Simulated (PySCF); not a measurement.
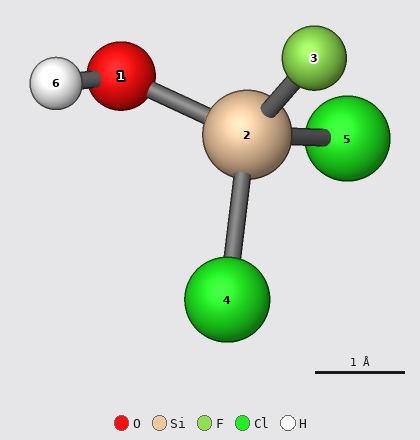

Figure 1. The structure as given in the input (ball-and-stick view, seen at a tilt; atoms are numbered from 1 in the order of the input).

## SiHCl₂OF: single-point calculation

SiHCl₂OF, multiplicity 3, SMILES O[Si](F)(Cl)Cl, computed with MP2/ccECP-cc-pVTZ, UHF, core potentials ccecp (PySCF 2.14.0).

The geometry is that of the parent species in another charge or spin state. The geometry comes from this level: PBE0-D4/def2-TZVP.

### Log
```
PySCF version 2.14.0

[INPUT] num. atoms = 6
[INPUT] num. electrons = 32
[INPUT] charge = 0
[INPUT] spin (= nelec alpha-beta = 2S) = 2
[INPUT] symmetry False subgroup None
[INPUT] Mole.unit = angstrom
[INPUT] Symbol           X                Y                Z      unit          X                Y                Z       unit  Magmom
[INPUT]  1 O     -0.507700000000   0.453700000000   1.122500000000 AA   -0.959413953442   0.857368742715   2.121217574824 Bohr   0.0
[INPUT]  2 Si     0.219500000000   0.013400000000  -0.247400000000 AA    0.414794884342   0.025322330069  -0.467518243217 Bohr   0.0
[INPUT]  3 F      1.583200000000  -0.726700000000   0.044400000000 AA    2.991814400411  -1.373263974721   0.083903839931 Bohr   0.0
[INPUT]  4 Cl    -0.921300000000  -1.272900000000  -1.319600000000 AA   -1.741004678562  -2.405432383959  -2.493682593976 Bohr   0.0
[INPUT]  5 Cl     0.618000000000   1.683900000000  -1.294500000000 AA    1.167850744981   3.182109821155  -2.446250468249 Bohr   0.0
[INPUT]  6 H     -0.949600000000  -0.215500000000   1.648500000000 AA   -1.794483927887  -0.407235979844   3.115213516346 Bohr   0.0

nuclear repulsion = 88.5143102482513
number of shells = 51
number of NR pGTOs = 342
number of NR cGTOs = 159
basis = ccecp-cc-pvtz
ecp = {'O': 'ccecp', 'Si': 'ccecp', 'F': 'ccecp', 'Cl': 'ccecp', 'H': 'ccecp'}

******** <class 'pyscf.scf.uhf.UHF'> ********
method = UHF
initial guess = minao
damping factor = 0
level_shift factor = 0
DIIS = <class 'pyscf.scf.diis.CDIIS'>
diis_start_cycle = 1
diis_space = 8
diis_damp = 0
SCF conv_tol = 1e-10
SCF conv_tol_grad = None
SCF max_cycles = 50
direct_scf = True
direct_scf_tol = 1e-13
number electrons alpha = 17  beta = 15
Set gradient conv threshold to 1e-05
init E= -73.6960245758107
  alpha nocc = 17  HOMO = 0.0324768143085328  LUMO = 0.103762759010931
  beta  nocc = 15  HOMO = -0.456662293987261  LUMO = -0.441780591032048

WARN: HOMO 0.0324768143085328 >= LUMO -0.441780591032048

cycle= 1 E= -73.3539230023012  delta_E= 0.342  |g|= 0.534  |ddm|= 3.38
  alpha nocc = 17  HOMO = -0.102711422979087  LUMO = 0.165028956039764
  beta  nocc = 15  HOMO = -0.398488057581856  LUMO = -0.268434102275606

WARN: HOMO -0.102711422979087 >= LUMO -0.268434102275606

cycle= 2 E= -73.4368428128645  delta_E= -0.0829  |g|= 0.371  |ddm|= 1.38
  alpha nocc = 17  HOMO = -0.0992001324602345  LUMO = 0.175805125199541
  beta  nocc = 15  HOMO = -0.438671994614256  LUMO = -0.216226022043693

WARN: HOMO -0.0992001324602345 >= LUMO -0.216226022043693

cycle= 3 E= -73.4881478622384  delta_E= -0.0513  |g|= 0.0508  |ddm|= 0.422
  alpha nocc = 17  HOMO = -0.10276030960417  LUMO = 0.186759165537434
  beta  nocc = 15  HOMO = -0.420754253610281  LUMO = -0.189962348674778

WARN: HOMO -0.10276030960417 >= LUMO -0.189962348674778

cycle= 4 E= -73.4946514939403  delta_E= -0.0065  |g|= 0.0314  |ddm|= 0.344
  alpha nocc = 17  HOMO = -0.109765546866839  LUMO = 0.190069087838332
  beta  nocc = 15  HOMO = -0.416628772362285  LUMO = -0.182268604229457

WARN: HOMO -0.109765546866839 >= LUMO -0.182268604229457

cycle= 5 E= -73.4986581572819  delta_E= -0.00401  |g|= 0.0276  |ddm|= 0.282
  alpha nocc = 17  HOMO = -0.117033594352616  LUMO = 0.195307963755709
  beta  nocc = 15  HOMO = -0.410185353107749  LUMO = -0.173401001982167

WARN: HOMO -0.117033594352616 >= LUMO -0.173401001982167

cycle= 6 E= -73.5027224194668  delta_E= -0.00406  |g|= 0.0237  |ddm|= 0.321
  alpha nocc = 17  HOMO = -0.132126848232912  LUMO = 0.203795783773714
  beta  nocc = 15  HOMO = -0.400251484802179  LUMO = -0.160561522604677

WARN: HOMO -0.132126848232912 >= LUMO -0.160561522604677

cycle= 7 E= -73.508279574631  delta_E= -0.00556  |g|= 0.0174  |ddm|= 0.544
  alpha nocc = 17  HOMO = -0.133527396082929  LUMO = 0.204643280255226
  beta  nocc = 15  HOMO = -0.400684239160671  LUMO = -0.159988856093491

WARN: HOMO -0.133527396082929 >= LUMO -0.159988856093491

cycle= 8 E= -73.5107177030065  delta_E= -0.00244  |g|= 0.0154  |ddm|= 0.299
  alpha nocc = 17  HOMO = -0.137612952232754  LUMO = 0.205993126311772
  beta  nocc = 15  HOMO = -0.398832636482255  LUMO = -0.156024921974878

WARN: HOMO -0.137612952232754 >= LUMO -0.156024921974878

cycle= 9 E= -73.5119968041675  delta_E= -0.00128  |g|= 0.0149  |ddm|= 0.161
  alpha nocc = 17  HOMO = -0.136334941503292  LUMO = 0.205628510278941
  beta  nocc = 15  HOMO = -0.399492502253527  LUMO = -0.156344712726547

WARN: HOMO -0.136334941503292 >= LUMO -0.156344712726547

cycle= 10 E= -73.5121856797931  delta_E= -0.000189  |g|= 0.0156  |ddm|= 0.0255
  alpha nocc = 17  HOMO = -0.129957512116971  LUMO = 0.20553327550771
  beta  nocc = 15  HOMO = -0.399622396827064  LUMO = -0.158357816061731

WARN: HOMO -0.129957512116971 >= LUMO -0.158357816061731

cycle= 11 E= -73.5105378916301  delta_E= 0.00165  |g|= 0.0121  |ddm|= 0.194
  alpha nocc = 17  HOMO = -0.140488030083618  LUMO = 0.207469639712435
  beta  nocc = 15  HOMO = -0.394585055896602  LUMO = -0.154110307220398

WARN: HOMO -0.140488030083618 >= LUMO -0.154110307220398

cycle= 12 E= -73.5108661335968  delta_E= -0.000328  |g|= 0.00478  |ddm|= 0.248
  alpha nocc = 17  HOMO = -0.13937952974185  LUMO = 0.20744368088413
  beta  nocc = 15  HOMO = -0.393513489875136  LUMO = -0.154975549927931

WARN: HOMO -0.13937952974185 >= LUMO -0.154975549927931

cycle= 13 E= -73.5108964301146  delta_E= -3.03e-05  |g|= 0.00274  |ddm|= 0.0588
  alpha nocc = 17  HOMO = -0.139789186981258  LUMO = 0.207480550324599
  beta  nocc = 15  HOMO = -0.393479005330477  LUMO = -0.154897361943503

WARN: HOMO -0.139789186981258 >= LUMO -0.154897361943503

cycle= 14 E= -73.5109235544479  delta_E= -2.71e-05  |g|= 0.00176  |ddm|= 0.0273
  alpha nocc = 17  HOMO = -0.140572340652791  LUMO = 0.207727401542271
  beta  nocc = 15  HOMO = -0.3933102352197  LUMO = -0.15470691904279

WARN: HOMO -0.140572340652791 >= LUMO -0.15470691904279

cycle= 15 E= -73.5109418438018  delta_E= -1.83e-05  |g|= 0.00133  |ddm|= 0.0196
  alpha nocc = 17  HOMO = -0.140279596554168  LUMO = 0.207858936841346
  beta  nocc = 15  HOMO = -0.393514849994218  LUMO = -0.154771960059661

WARN: HOMO -0.140279596554168 >= LUMO -0.154771960059661

cycle= 16 E= -73.5109534042126  delta_E= -1.16e-05  |g|= 0.00102  |ddm|= 0.015
  alpha nocc = 17  HOMO = -0.140319058254259  LUMO = 0.207998311958916
  beta  nocc = 15  HOMO = -0.393676362806401  LUMO = -0.154573907807825

WARN: HOMO -0.140319058254259 >= LUMO -0.154573907807825

cycle= 17 E= -73.5109641794934  delta_E= -1.08e-05  |g|= 0.000726  |ddm|= 0.0166
  alpha nocc = 17  HOMO = -0.14027394359783  LUMO = 0.208161455625592
  beta  nocc = 15  HOMO = -0.39353809574233  LUMO = -0.154709907225152

WARN: HOMO -0.14027394359783 >= LUMO -0.154709907225152

cycle= 18 E= -73.5109710147064  delta_E= -6.84e-06  |g|= 0.000478  |ddm|= 0.0159
  alpha nocc = 17  HOMO = -0.140239480135481  LUMO = 0.208224765889068
  beta  nocc = 15  HOMO = -0.393673556164909  LUMO = -0.154626426845776

WARN: HOMO -0.140239480135481 >= LUMO -0.154626426845776

cycle= 19 E= -73.5109732435573  delta_E= -2.23e-06  |g|= 0.000294  |ddm|= 0.00983
  alpha nocc = 17  HOMO = -0.140258505513908  LUMO = 0.208228017112076
  beta  nocc = 15  HOMO = -0.393676531957106  LUMO = -0.154632145628674

WARN: HOMO -0.140258505513908 >= LUMO -0.154632145628674

cycle= 20 E= -73.5109739717623  delta_E= -7.28e-07  |g|= 0.000255  |ddm|= 0.00408
  alpha nocc = 17  HOMO = -0.140250469062224  LUMO = 0.208228801258562
  beta  nocc = 15  HOMO = -0.39366739697761  LUMO = -0.154648333333487

WARN: HOMO -0.140250469062224 >= LUMO -0.154648333333487

cycle= 21 E= -73.5109742552012  delta_E= -2.83e-07  |g|= 0.000192  |ddm|= 0.00229
  alpha nocc = 17  HOMO = -0.140257226812701  LUMO = 0.208203755583172
  beta  nocc = 15  HOMO = -0.393656067195225  LUMO = -0.154668944652832

WARN: HOMO -0.140257226812701 >= LUMO -0.154668944652832

cycle= 22 E= -73.5109745497751  delta_E= -2.95e-07  |g|= 0.000151  |ddm|= 0.00233
  alpha nocc = 17  HOMO = -0.14025251873225  LUMO = 0.208179610135372
  beta  nocc = 15  HOMO = -0.393623499671232  LUMO = -0.154673724655139

WARN: HOMO -0.14025251873225 >= LUMO -0.154673724655139

cycle= 23 E= -73.5109748612733  delta_E= -3.11e-07  |g|= 0.000114  |ddm|= 0.00264
  alpha nocc = 17  HOMO = -0.140246589690428  LUMO = 0.208166325656055
  beta  nocc = 15  HOMO = -0.393608615274233  LUMO = -0.154676413321156

WARN: HOMO -0.140246589690428 >= LUMO -0.154676413321156

cycle= 24 E= -73.510975050327  delta_E= -1.89e-07  |g|= 9.42e-05  |ddm|= 0.00182
  alpha nocc = 17  HOMO = -0.140250415753739  LUMO = 0.208149026126503
  beta  nocc = 15  HOMO = -0.393596191088653  LUMO = -0.154678819723114

WARN: HOMO -0.140250415753739 >= LUMO -0.154678819723114

cycle= 25 E= -73.5109752207413  delta_E= -1.7e-07  |g|= 7.45e-05  |ddm|= 0.00231
  alpha nocc = 17  HOMO = -0.140248100722542  LUMO = 0.208143178872305
  beta  nocc = 15  HOMO = -0.393591521942162  LUMO = -0.154674276506884

WARN: HOMO -0.140248100722542 >= LUMO -0.154674276506884

cycle= 26 E= -73.5109752839267  delta_E= -6.32e-08  |g|= 5.35e-05  |ddm|= 0.00157
  alpha nocc = 17  HOMO = -0.140250793028565  LUMO = 0.208141092589787
  beta  nocc = 15  HOMO = -0.393598391162951  LUMO = -0.154672484879692

WARN: HOMO -0.140250793028565 >= LUMO -0.154672484879692

cycle= 27 E= -73.5109753084063  delta_E= -2.45e-08  |g|= 3.38e-05  |ddm|= 0.00106
  alpha nocc = 17  HOMO = -0.140253770871114  LUMO = 0.208136568175217
  beta  nocc = 15  HOMO = -0.393603709049571  LUMO = -0.154671512506866

WARN: HOMO -0.140253770871114 >= LUMO -0.154671512506866

cycle= 28 E= -73.5109753201271  delta_E= -1.17e-08  |g|= 2.19e-05  |ddm|= 0.00084
  alpha nocc = 17  HOMO = -0.140252042602006  LUMO = 0.208137610797534
  beta  nocc = 15  HOMO = -0.393608593427535  LUMO = -0.154669519644812

WARN: HOMO -0.140252042602006 >= LUMO -0.154669519644812

cycle= 29 E= -73.5109753228744  delta_E= -2.75e-09  |g|= 1.31e-05  |ddm|= 0.00038
  alpha nocc = 17  HOMO = -0.140252184917015  LUMO = 0.208137579471346
  beta  nocc = 15  HOMO = -0.393611453304188  LUMO = -0.154670247651319

WARN: HOMO -0.140252184917015 >= LUMO -0.154670247651319

cycle= 30 E= -73.5109753241478  delta_E= -1.27e-09  |g|= 1.01e-05  |ddm|= 0.000156
  alpha nocc = 17  HOMO = -0.140251404745171  LUMO = 0.208138714032507
  beta  nocc = 15  HOMO = -0.393613315335063  LUMO = -0.154670306225628

WARN: HOMO -0.140251404745171 >= LUMO -0.154670306225628

cycle= 31 E= -73.5109753250868  delta_E= -9.39e-10  |g|= 7.39e-06  |ddm|= 0.000145
  alpha nocc = 17  HOMO = -0.140251087017339  LUMO = 0.208140130529201
  beta  nocc = 15  HOMO = -0.393613980793126  LUMO = -0.154670981691133

WARN: HOMO -0.140251087017339 >= LUMO -0.154670981691133

cycle= 32 E= -73.5109753258109  delta_E= -7.24e-10  |g|= 4.37e-06  |ddm|= 0.00016
  alpha nocc = 17  HOMO = -0.14025109674785  LUMO = 0.208140674243144
  beta  nocc = 15  HOMO = -0.39361384944657  LUMO = -0.15467122015208

WARN: HOMO -0.14025109674785 >= LUMO -0.15467122015208

cycle= 33 E= -73.5109753260362  delta_E= -2.25e-10  |g|= 2.89e-06  |ddm|= 9.17e-05
  alpha nocc = 17  HOMO = -0.140251077304027  LUMO = 0.208140963565296
  beta  nocc = 15  HOMO = -0.393613215302369  LUMO = -0.154671265148628

WARN: HOMO -0.140251077304027 >= LUMO -0.154671265148628

cycle= 34 E= -73.5109753261006  delta_E= -6.44e-11  |g|= 1.95e-06  |ddm|= 4.36e-05
  alpha nocc = 17  HOMO = -0.140251152891788  LUMO = 0.208141040871269
  beta  nocc = 15  HOMO = -0.393613134621944  LUMO = -0.154671244863223
```

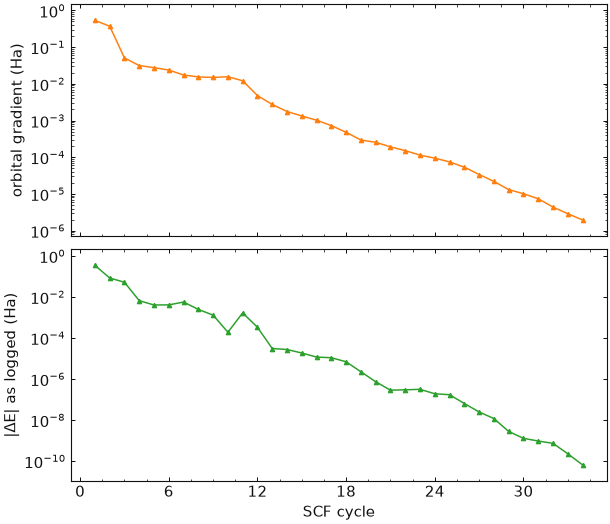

Figure 2. Convergence of the self-consistent field: orbital gradient and size of the energy change against the SCF cycle. The residual falls almost steadily, with no more than small rises.

```
WARN: HOMO -0.140251152891788 >= LUMO -0.154671244863223

Extra cycle  E= -73.5109753261138  delta_E= -1.32e-11  |g|= 1.82e-06  |ddm|= 8.84e-06
converged SCF energy = -73.5109753261138  <S^2> = 2.0286108  2S+1 = 3.0190136

******** <class 'pyscf.mp.ump2.UMP2'> ********
nocc = (np.int64(17), np.int64(15)), nmo = (159, 159)
E(UMP2) = -74.5086725841663  E_corr = -0.997697258052526
E(SCS-UMP2) = -74.4852105618223  E_corr = -0.974235235708476
E_corr(same-spin) = -0.257309393024488
E_corr(oppo-spin) = -0.740387865028039
E = -74.5086725842 Eh
```

The run was set up as follows.

### Input (job.py)
```python
from pyscf import gto, scf, mp

system = gto.M(
    atom='''
O   -0.507700   0.453700   1.122500
Si   0.219500   0.013400  -0.247400
F    1.583200  -0.726700   0.044400
Cl  -0.921300  -1.272900  -1.319600
Cl   0.618000   1.683900  -1.294500
H   -0.949600  -0.215500   1.648500
''',
    max_memory=1860,
    verbose=4,
    ecp={'O': 'ccecp', 'Si': 'ccecp', 'F': 'ccecp', 'Cl': 'ccecp', 'H': 'ccecp'},
    charge=0,
    spin=2,
    basis='ccecp-cc-pvtz',
)

myscf = scf.UHF(system)
myscf.conv_tol = 1e-10
myscf.kernel()
if not myscf.converged:
    myscf = myscf.newton().run(myscf.mo_coeff, myscf.mo_occ)

pt = mp.MP2(myscf).run()
etot = pt.e_tot
print('E = %.10f Eh' % etot)
```

Command:
```bash
OMP_NUM_THREADS=1 python job.py
```

### Key numbers

- outcome: converged
- total energy: −74.508673 hartree
- SCF energy: −73.510975 hartree
- correlation energy: −0.997697 hartree
- basis functions: 159
- ⟨S²⟩: 2.029
- hardware: 1 thread of Arm Neoverse V1, 24 GiB of memory available, shared host
- wall time: 2.3 min
- peak memory: 1.4 GiB

The record of the run, not the program, notes: logged alpha LUMO and gap are faulty.
